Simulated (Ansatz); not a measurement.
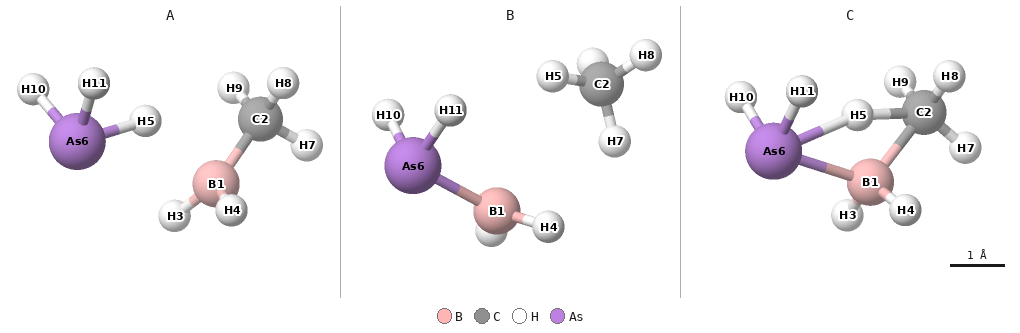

Three geometries of CH₈AsB: a saddle point and the two relaxed ends that it joins, in shuffled order. The picture is a ball-and-stick view, seen from a free direction. Sticks join atoms that are closer than about 1.2 times the sum of their covalent radii (a little more with hydrogen).

Stationary points at PBE0-D4/def2-TZVP, single-point energies with CCSD(T)/CBS, BHLYP-D4, B2PLYP, CCSD(T) (def2-TZVPP where no basis is named; Ansatz 0.2.0). The energies are electronic, without zero-point or thermal terms, and both ends are the relaxed geometries reached downhill from the saddle, with any fragments still in contact. CCSD(T)/CBS stands for a frozen-core estimate: MP2 correlation extrapolated from def2-TZVPP and def2-QZVPP, CCSD(T) minus MP2 from the smaller set.

Which frame is the transition state, what reaction does it lead through, and what barrier is to be expected?

Answer. Frame C is the saddle point. Counted by bonded pieces, A holds AsH₃ + CH₅B and B holds BAsH₄ + CH₄. From A over the saddle to B, bonds form: B1–As6 (3.09 → 2.16 → 1.98 Å), C2–H5 (2.49 → 1.45 → 1.09 Å). Bonds break: B1–C2 (1.56 → 1.77 → 3.31 Å), H5–As6 (1.54 → 1.96 → 3.46 Å). The saddle has one imaginary mode, 848i cm⁻¹. The end A keeps a soft imaginary mode of 81i cm⁻¹, so it isn't quite a minimum. With CCSD(T)/CBS the barrier is 15.1 kcal/mol from A and 22.0 kcal/mol from B, and B lies 6.9 kcal/mol below A.

```csv
level,barrier from A (kcal/mol),barrier from B (kcal/mol),B less A (kcal/mol)
CCSD(T)/CBS,15.1,22.0,−6.9
BHLYP-D4,20.5,26.5,−6.0
B2PLYP,16.0,22.5,−6.5
CCSD(T),15.8,22.4,−6.6
```

Against CCSD(T)/CBS, CCSD(T) comes closest on the barrier from A (+0.7 kcal/mol) and BHLYP-D4 misses most (+5.4 kcal/mol).
